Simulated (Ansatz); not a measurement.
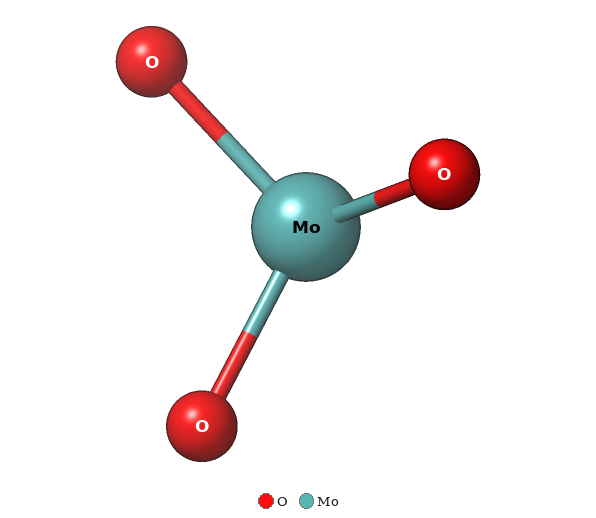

A metal compound. The species is neutral and a spin singlet. The computed structure is the end point of a PBE0-D4/def2-TZVP optimisation. No frequency run is at hand to confirm it as a minimum.

Question: What is the coordination number of the metal, and which atoms bind to it?

Answer: Mo binds 3 atoms: 3 O at 1.69 Å. The arrangement is trigonal pyramidal.

Question: Give the formal oxidation state and the d-electron count.

Answer: Mo(VI), d⁰, counting the ligands as closed-shell ions or neutral donors.
